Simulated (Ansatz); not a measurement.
ClGeH₃O₂S (SMILES [OH][Ge]([OH])([SH])[Cl])

Input

```
crystal:
  periodic: [false, false, false]
  atoms:
    - { symbol: O, position_ang: [-0.6602, 1.2221, 1.0794] }
    - { symbol: Ge, position_ang: [0.2415, 0.1683, 0.0229] }
    - { symbol: O, position_ang: [1.8905, 0.0785, 0.6225] }
    - { symbol: S, position_ang: [-0.5928, -1.8432, 0.0434] }
    - { symbol: Cl, position_ang: [0.2593, 0.926, -2.0209] }
    - { symbol: H, position_ang: [-1.6143, 1.2827, 0.6654] }
    - { symbol: H, position_ang: [2.4079, -0.5397, 0.0174] }
    - { symbol: H, position_ang: [-1.8399, -1.3517, -0.486] }
basis:
  gaussian: { orbitals: def2-SVP }
hamiltonian:
  xc: { name: BHLYP }
relax:
  f_tol: 0.015
  max_steps: 40
output:
  orbitals: {}
```

Command:

```sh
ansatz run input.yaml --threads 2 --pin off --max-ram 3072MiB --backend cpu --events-out ev --progress --plain --runs-dir out
```

The fields are those of the relaxed geometry.

The calculation used Ansatz, RKS BHLYP/def2-SVP.

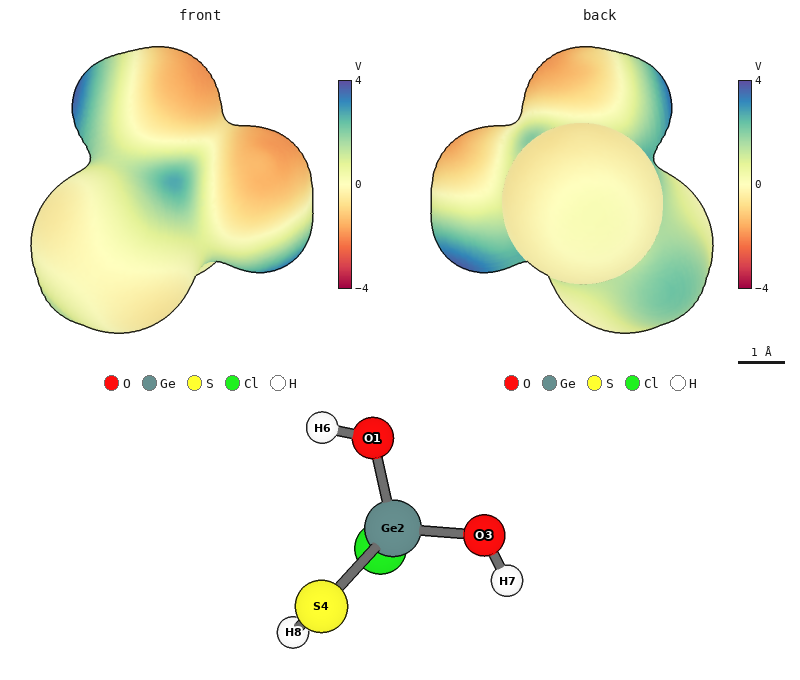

Figure 1. The molecular electrostatic potential painted on the density surface at 0.004 e/bohr³, seen from the front and from behind; red is negative and blue positive. The bare structure is drawn below in the same view.

Where is the surface potential most negative and most positive?

Answer. The most negative region (about −1.8 V, or −42 kcal/mol for a unit charge) lies over O1 and O3, the most positive (about +3.6 V, or +83 kcal/mol for a unit charge) over H6 and H7. Cl5 shows a σ-hole: about +0.2 V at the tip opposite its bond, against about −0.2 V on its flanks.

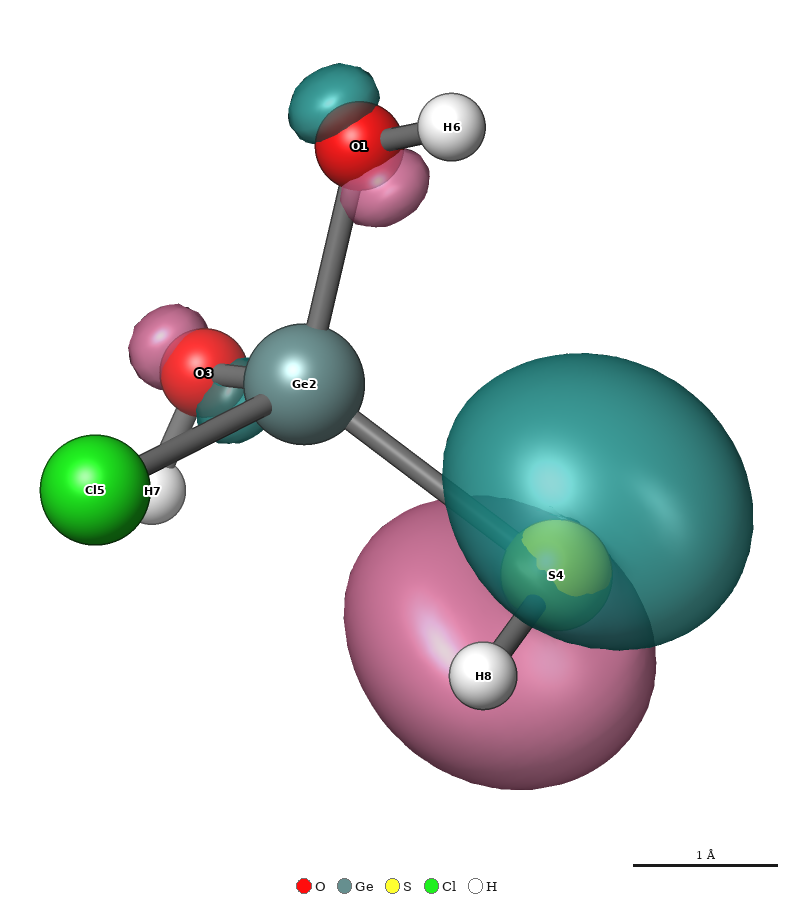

Figure 2. The HOMO at ±0.15 Å⁻³ᐟ² (teal and pink are the two phases), seen at an oblique angle.

What is the character of this orbital?

Answer. Its weight (Hirshfeld) is mainly on S4 (about 85 %); largely a lone pair of S4. Its energy is −9.12 eV.

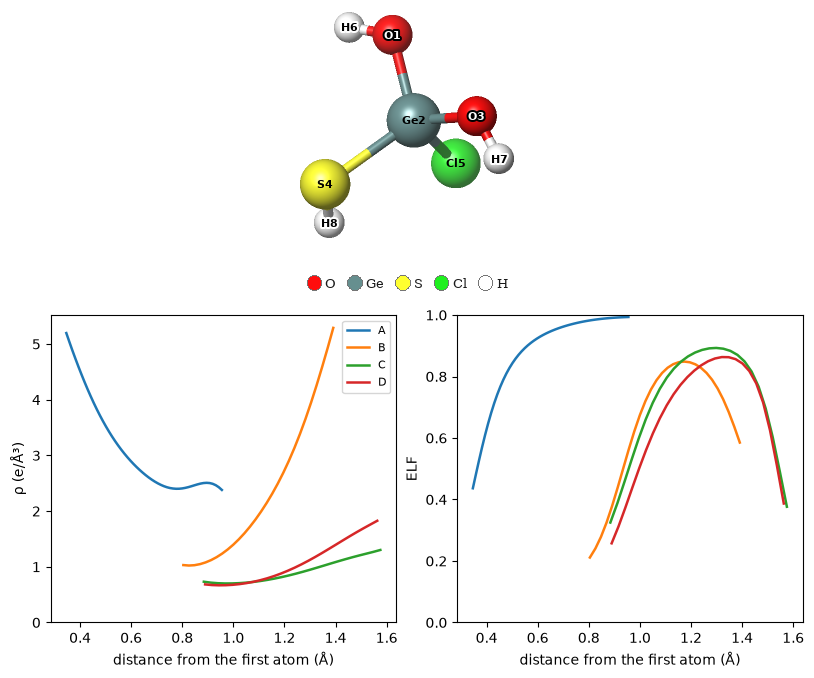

Figure 3. Electron density and electron localisation function along straight lines between neighbouring atoms. The curves leave out the atomic cores. The structure is drawn too.

Which curve belongs to which contact (Ge–Cl, Ge–O, Ge–S and O–H)? The first atom named is at distance zero.

Answer. Curve A: O–H (0.95 Å): ρ at the midpoint is about 3.7 e/Å³; the ELF climbs to about 1 towards the hydrogen, as it does in any bond to H; a covalent bond by its length. Curve B: Ge–O (1.74 Å): the density is about 1 e/Å³ at the midpoint; the ELF peaks at about 0.85 in the valence shell of O, 0.6 Å from its nucleus, and is about 0.30 at the midpoint. Curve C: Ge–S (2.21 Å): ρ is about 0.74 e/Å³ halfway; the ELF peaks at about 0.90 in the valence shell of S, 0.9 Å from its nucleus, and is about 0.80 at the midpoint. Curve D: Ge–Cl (2.16 Å): ρ is about 0.73 e/Å³ halfway; the ELF peaks at about 0.85 in the valence shell of Cl, 0.8 Å from its nucleus, and is about 0.65 at the midpoint.
